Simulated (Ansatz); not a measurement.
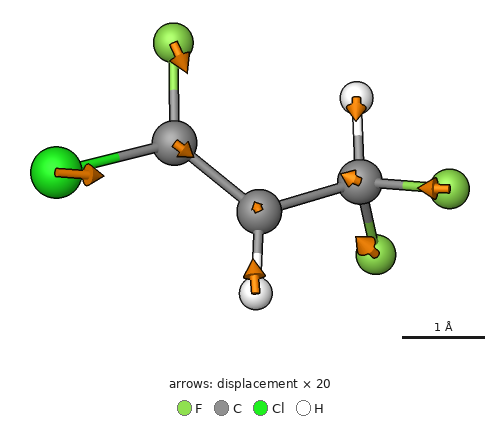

A relaxation of C₃H₂ClF₃. The starting structure is drawn; orange arrows show the displacements, magnified 20 times. The two geometries are superimposed by the best rigid fit.

The picture is a ball-and-stick view, seen at a tilt.

The start comes from PBE-D4/def2-SVP.

Computed with Ansatz, RKS PBE0-D4/def2-TZVP. (force threshold 0.005 eV/Å; at most 150 steps)

**Which element moves most?**

Chlorine: up to 0.034 Å, against 0.023 Å for hydrogen.

**What did the optimiser do to the structure, and how much energy did it gain?**

Over 5 geometry steps the energy falls by 1.15 kcal/mol. Largest force component: 0.67 eV/Å at the start, 0.0019 eV/Å at the end. The largest move after the best rigid fit is that of the Cl atom, 0.034 Å. Largest moves by element: Cl 0.034 Å, H 0.023 Å, F 0.023 Å, C 0.016 Å. Near-neighbour distances that change, for instance: C–Cl 1.724 → 1.701 Å, C–C 1.344 → 1.322 Å, C–H 1.112 → 1.092 Å, C–H 1.098 → 1.081 Å.
